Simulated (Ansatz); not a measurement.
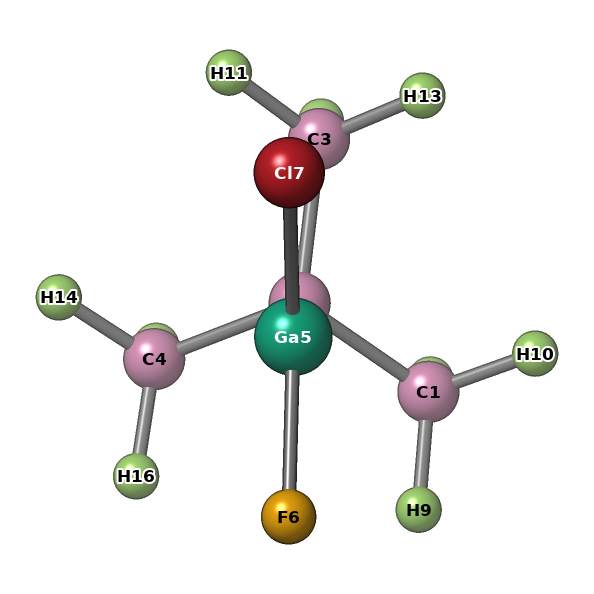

C2 lies behind Ga5. The molecule seen nearly along the Ga5–C2 bond, Ga5 in front. Atoms fade into the background with distance from the viewer. The geometry was computed by an optimisation with PBE0-D4/def2-TZVP.

> What is the torsion angle Cl7–Ga5–C2–C1? The sign is positive where the front bond must turn clockwise to cover the back bond.

127°, anticlinal.
